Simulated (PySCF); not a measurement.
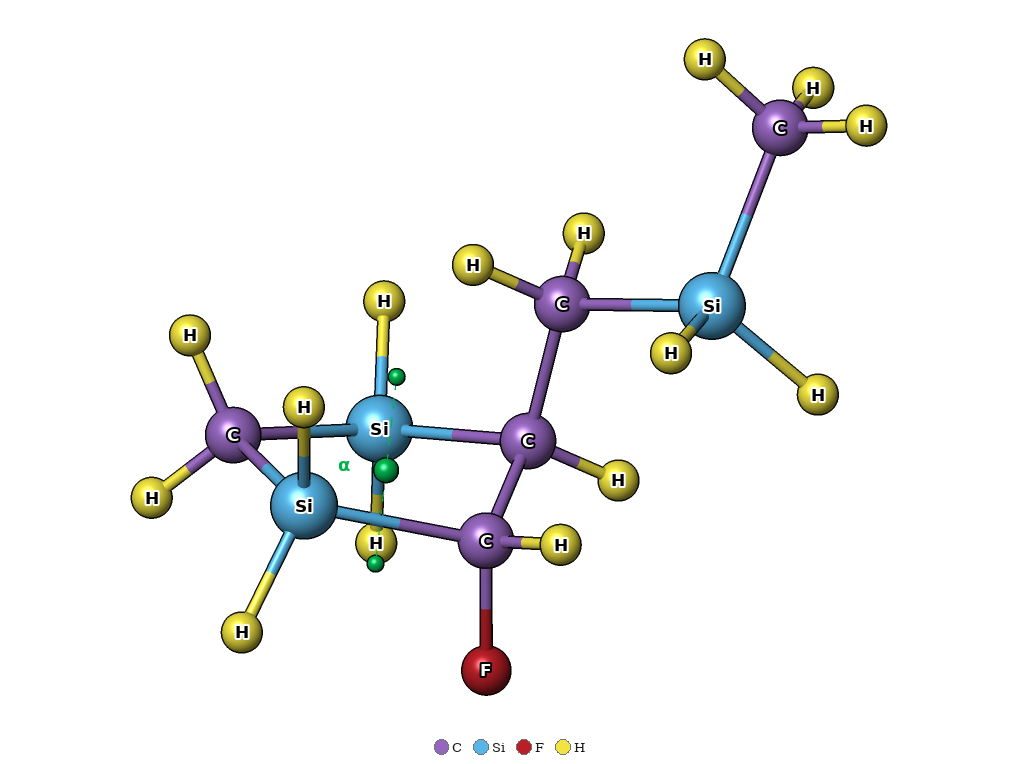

The small points mark where nucleus-independent chemical shifts (NICS) were computed: at the centre of each lettered ring and 1 Å above and below it. Computed geometry: GFN2-xTB optimisation. No frequency run is at hand to confirm it as a minimum. Level of theory: GIAO PBE0/pcSseg-1 NMR shielding, non-relativistic, gas phase (PySCF 2.14.0).

Give NICS(0), NICS(1) and the out-of-plane component NICS(1)zz for each ring (means of the two sides).

```json
{"ring": "α", "members": "C3Si2", "NICS(0)": "−4.1", "NICS(1)": "−3.4", "NICS(1)zz": "−3.1"}
```

Values in ppm.

What do the values say about the ring currents?

Ring α: weak, as in a non-aromatic ring. NICS is one index among several.

The geometry is semi-empirical. Around Si such bond lengths and angles can be off by a tenth of an ångström or more and by several degrees, and values that hang on the shape move with them.
